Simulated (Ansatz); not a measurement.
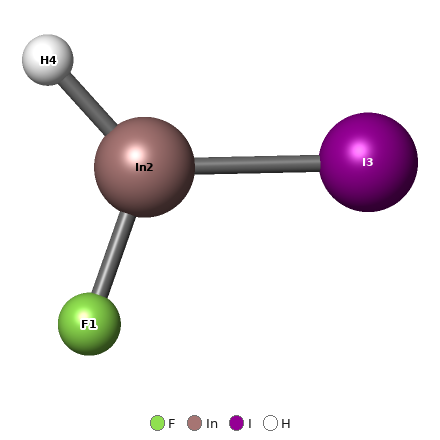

The system is FHIIn, SMILES [F][InH][I]; the picture shows the reference structure. Coordinates scanned: (1) bond length F1–In2; (2) angle F1–In2–I3. Nothing is relaxed (all other coordinates rigid). The grid has 9 × 9 points. Points are written as (first, second). Energies are in kJ/mol, from the lowest grid point. The reference is spin-restricted, which grows unreliable where a bond is stretched far. Level of theory: RKS CAM-B3LYP-D4/def2-TZVP in Ansatz 0.2.0.

Its coordinates:

| atom | x (Å) | y (Å) | z (Å) |
| --- | --- | --- | --- |
| F | -1.6480 | -0.1341 | 0.9212 |
| In | -0.0624 | 0.1580 | -0.1654 |
| I | 1.9117 | -1.3773 | 0.6390 |
| H | -0.1459 | 1.2930 | -1.4152 |

Range: bond length F1–In2 from 1.594 to 2.916 Å; angle F1–In2–I3 from 65.7 to 155.7°.

> Predict the map.

The lowest grid point is at (1.925 Å, 110.7°). No other kind of well shows on this grid. The highest grid point, (1.594 Å, 65.7°), lies 411 kJ/mol above the lowest. Round the minimum the two coordinates are nearly uncoupled.

```csv
"angle F1–In2–I3 ↓, bond length F1–In2 →",1.594,1.760,1.925,2.090,2.255,2.421,2.586,2.751,2.916
155.7,378,165,101,103,135,178,223,266,307
144.5,317,111,54,63,101,148,197,244,288
133.2,279,76,23,36,77,128,180,229,274
122.0,257,56,6,21,65,117,170,221,267
110.7,247,49,0,17,61,115,169,220,266
99.5,250,54,6,23,68,121,174,225,271
88.2,269,74,26,42,85,137,189,238,283
77.0,314,119,68,80,119,166,214,260,302
65.7,411,212,153,155,183,219,258,295,330
```

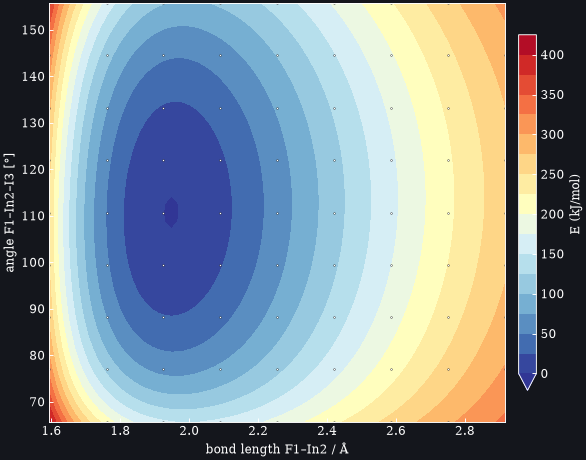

In the figure: filled contours, dots at the grid points. Between grid points the surface is interpolated.

Each point was launched as `ansatz run input.yaml --threads 1 --pin off --max-ram 2560MiB --backend cpu --events-out ev --progress --plain --runs-dir out`. Time for the 81 points that were run: 8.4 min on 1 thread of Arm Neoverse V2, on a shared host.
